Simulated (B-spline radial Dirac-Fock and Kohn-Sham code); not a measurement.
Iridium in charge state +3 (Ir³⁺). Computed with a B-spline radial code: a Dirac–Hartree–Slater potential; 1 + βP₂(cos θ) + (δ + γ cos²θ) sin θ cos φ with E1 and E1–E2 terms. Open shells are averaged over j.

Before looking at the plot, say what to expect. Its caption: Angular distribution of photoelectrons from M2 (3p1/2) in the plane of the polarisation E (up) and the photon direction k (right), relative to an isotropic one.

At 4.52 keV, β = 1.504, γ = 0.119 and δ = 0.012. At 12.0 keV, β = 1.543, γ = 0.665 and δ = 0.017. At 12.0 keV the emission 45° forward of E is 1.4 times that 45° backward, and the lobe peaks 8.0° from E towards k.

Here it is:

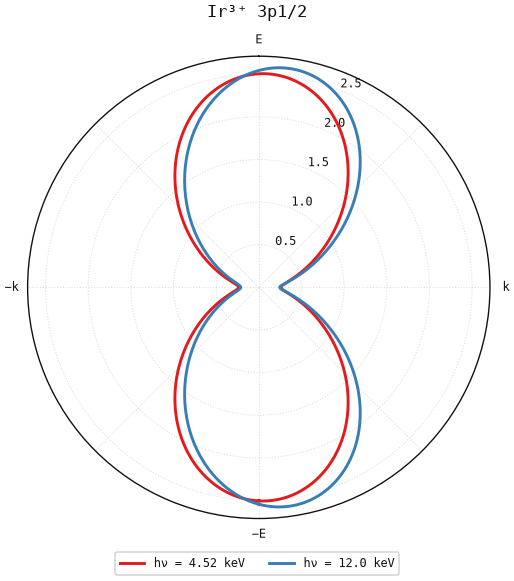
